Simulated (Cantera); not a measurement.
Feed: 1 mol Ti(OiPr)4, 3.9 mol H2, equilibrated at 1.70 mbar.

Cantera equilibrium calculation (NASA polynomials, part measured and part estimated; ideal gas, pure solids and liquids). Candidate condensed phases: C, C6H6, C7H8, C8H18, H2O, Ti, TiC, TiO, TiO2, Ti2O3, Ti3O5, Ti4O7; 113 gas species. The feed counts by its element totals alone. TiC: taken at fixed stoichiometry. Condensed phases not in the tables: Magnéli phases beyond Ti4O7. Rates play no part.

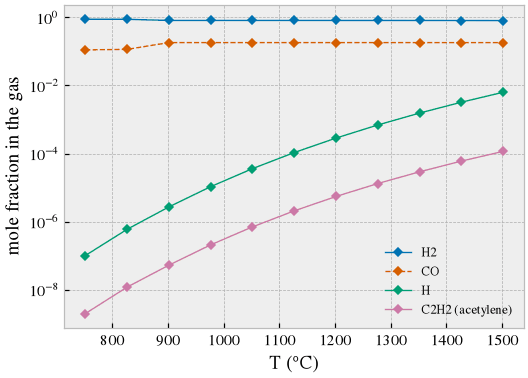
Figure: Equilibrium gas composition (values under 1e-9 drawn at 1e-9)

At 752 °C the condensed part is C(graphite) + Ti4O7(s). At 827 °C the condensed part is C(graphite) + Ti3O5(s). From 902 °C to 1502 °C the condensed part is C(graphite) + TiC(s).
